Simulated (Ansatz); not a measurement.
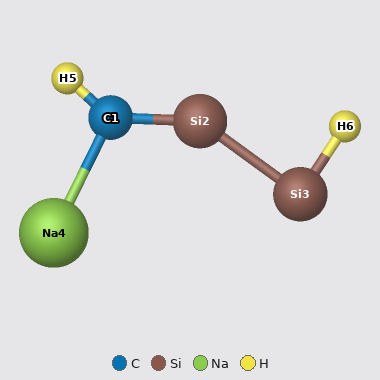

The system is CH2NaSi2, charge +1; the picture shows the reference structure. 
- The first coordinate is: bond length C1–Si2; the second: bond length Si2–Si3.
- Nothing is relaxed (all other coordinates rigid).
- The scan uses a 15 × 15 grid.
- All energies are given in kJ/mol relative to the lowest grid point.
- The reference is spin-restricted, which grows unreliable where a bond is stretched far.
- Theory: RKS PBE-D4/def2-TZVP in Ansatz.

Its coordinates:

| atom | x (Å) | y (Å) | z (Å) |
| --- | --- | --- | --- |
| C | -0.2792 | 0.6736 | -1.1800 |
| Si | 0.5744 | 0.0751 | 0.1294 |
| Si | 0.4766 | -1.1890 | 2.0747 |
| Na | -2.6228 | 0.0509 | -1.1967 |
| H | -0.1177 | 1.2827 | -2.0721 |
| H | 1.9688 | -0.8934 | 2.2446 |

Range: bond length C1–Si2 from 1.372 to 2.511 Å; bond length Si2–Si3 from 2.043 to 2.903 Å.

**What will the energy surface look like?**

The lowest grid point is at bond length C1–Si2 = 1.698 Å, bond length Si2–Si3 = 2.289 Å. It is the only kind of minimum in the scanned range. The highest grid point, bond length C1–Si2 = 2.511 Å, bond length Si2–Si3 = 2.903 Å, lies 425 kJ/mol above the lowest.

```tsv
bond length Si2–Si3 ↓, bond length C1–Si2 →	1.372	1.454	1.535	1.616	1.698	1.779	1.860	1.942	2.023	2.104	2.185	2.267	2.348	2.429	2.511
2.903	317	176	100	68	65	82	112	149	190	233	275	317	355	392	425
2.841	308	167	91	59	56	73	102	140	181	224	266	307	346	382	416
2.780	300	158	82	50	47	64	93	131	172	214	256	298	336	372	406
2.718	291	150	73	41	38	55	84	122	163	205	247	288	326	362	395
2.657	283	142	65	32	29	46	75	113	154	196	238	278	316	352	385
2.596	277	135	58	24	21	38	67	104	145	187	229	269	307	342	375
2.534	271	128	51	17	14	30	59	96	136	178	220	260	298	333	365
2.473	266	123	45	11	7	23	52	89	129	171	212	252	289	324	356
2.412	263	120	42	7	3	18	47	83	123	164	205	245	282	316	348
2.350	263	119	40	5	0	15	43	79	118	159	199	239	275	309	341
2.289	266	121	41	6	0	14	42	77	116	156	196	235	271	305	336
2.228	272	127	46	10	3	17	44	78	117	156	196	234	270	303	334
2.166	284	137	56	19	11	24	50	84	122	161	200	238	273	306	336
2.105	302	154	71	33	25	37	62	95	132	170	209	246	281	313	343
2.043	327	178	94	55	46	57	81	113	149	187	224	261	295	327	357
```

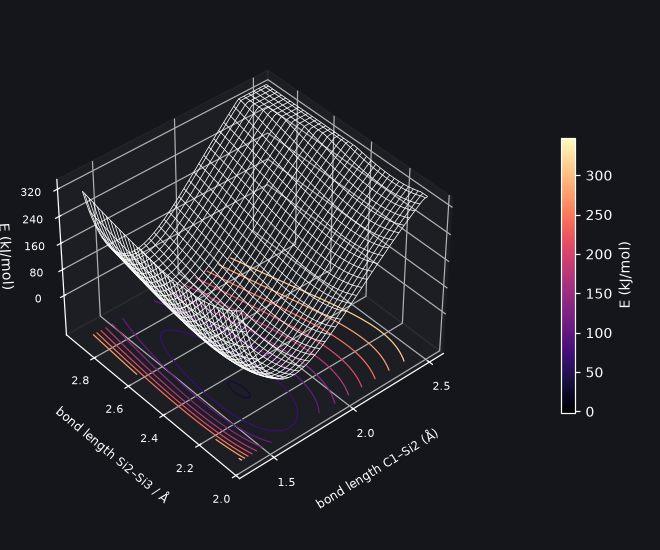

The picture shows a relief with its contours projected below, any walls above the top of the colour scale cut off. Between grid points the surface is interpolated.

Time for the 225 points that were run: 50 min on 1 thread of Arm Neoverse N1, on a shared host.
